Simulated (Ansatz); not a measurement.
# C$_{2}$H$_{5}$NOZn (SMILES [CH3][Zn][O]C=N): what the fields show

The calculation's input:

```
crystal:
  periodic: [false, false, false]
  atoms:
    - {symbol: C, position_ang: [-1.731787, -1.318794, -0.779360]}
    - {symbol: Zn, position_ang: [-0.179068, -0.624045, 0.103916]}
    - {symbol: O, position_ang: [1.304170, -0.097921, 0.998949]}
    - {symbol: C, position_ang: [1.844255, 1.108110, 0.941085]}
    - {symbol: N, position_ang: [1.492800, 2.139560, 0.294869]}
    - {symbol: H, position_ang: [-2.593686, -1.293814, -0.110333]}
    - {symbol: H, position_ang: [-1.961338, -0.722148, -1.664027]}
    - {symbol: H, position_ang: [-1.562677, -2.350912, -1.091532]}
    - {symbol: H, position_ang: [2.737495, 1.183313, 1.568184]}
    - {symbol: H, position_ang: [0.649837, 1.976641, -0.261750]}
basis:
  gaussian: {orbitals: def2-TZVPP}
hamiltonian: {xc: pbe0, dispersion: d4}
output: {orbitals: {seedname: orbitals}}
```

Run with:

```sh
ansatz run in.yaml --threads 4 --pin off --events-out ev --progress --plain --max-ram 10444MiB
```

Geometry: PBE0-D4/def2-TZVP.

These are results of RKS PBE0-D4/def2-TZVPP (Ansatz), not measurements.

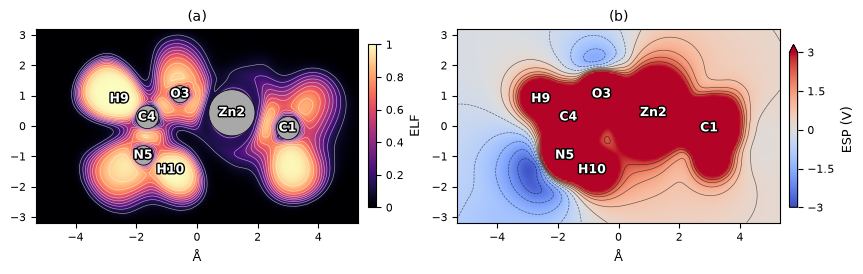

Figure 1. (a) electron localisation function; (b) molecular electrostatic potential on the plane of atoms O3, C4 and H9. Grey discs cover the atomic cores in the ELF map.

Describe what can be read from this map.

Atoms in the plane: C, Zn, O, N and H. C–N (1.27 Å): the ELF peaks at about 0.90 between the atoms: a short, multiple covalent bond. C–O (1.32 Å): the ELF peaks at about 0.90 between the atoms: a shared but strongly polarised pair. Zn–O (1.81 Å): the ELF peaks at about 0.85 in the valence shell of O, 0.6 Å from its nucleus, and is about 0.20 at the midpoint. C–Zn (1.92 Å): the ELF peaks at about 0.90 in the valence shell of C, 0.7 Å from its nucleus, and is about 0.45 at the midpoint. N–H (1.02 Å): the ELF climbs to about 1 towards the hydrogen, as it does in any bond to H: an ordinary covalent bond to hydrogen. The ELF also peaks beside N5 and O3, away from the bonds: lone-pair regions. Outside the dense part of the molecule the potential is most negative (−2.9 V) near N5.

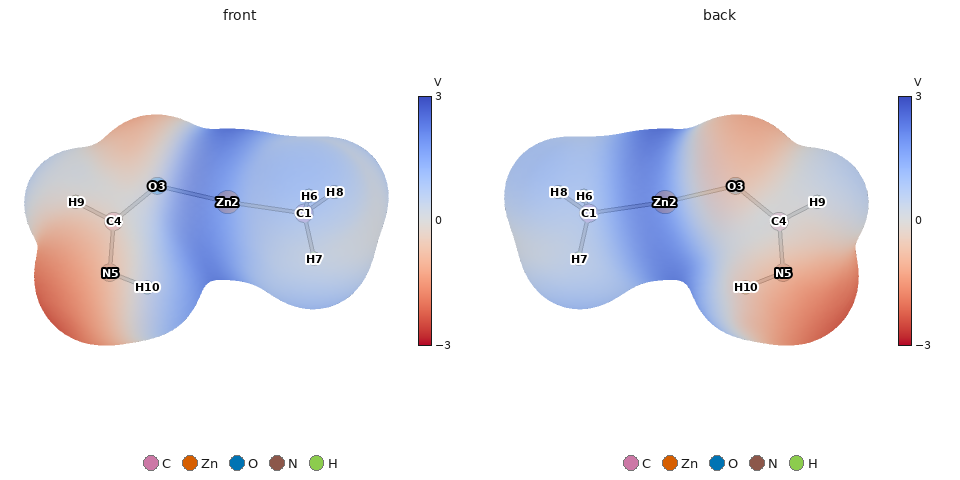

Figure 2. The electrostatic potential painted on the density surface at 0.002 e/bohr³, seen from the front and from behind; red is negative and blue positive.

Where is the surface potential most negative and most positive?

The most negative region (about −2.2 V, or −51 kcal/mol for a unit charge) lies over N5, the most positive (about +2.3 V, or +53 kcal/mol for a unit charge) over Zn2. N5 is the likeliest acceptor of a hydrogen bond.

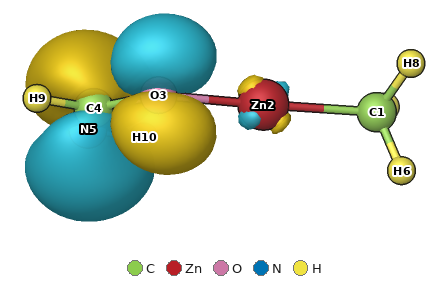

Figure 3. The HOMO at ±0.1 Å⁻³ᐟ² (yellow and cyan are the two phases), seen from one side.

What is the character of this orbital?

By Hirshfeld shares it lies mainly on N5 (about 45 %), O3 (about 30 %) and C4 (about 15 %). Its energy is −7.50 eV.

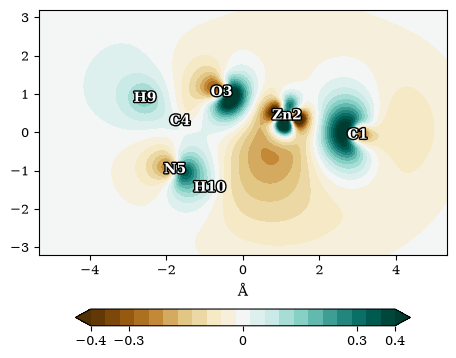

Figure 4. One frontier orbital on the plane of atoms O3, C4 and H9 (values in Å⁻³ᐟ²; the overall sign is arbitrary).

Which orbital is it: HOMO or LUMO?

The LUMO, at −0.63 eV. By Hirshfeld shares it lies mainly on Zn2 (about 50 %), C1 (about 15 %), H10 (about 5 %) and O3 (about 5 %).
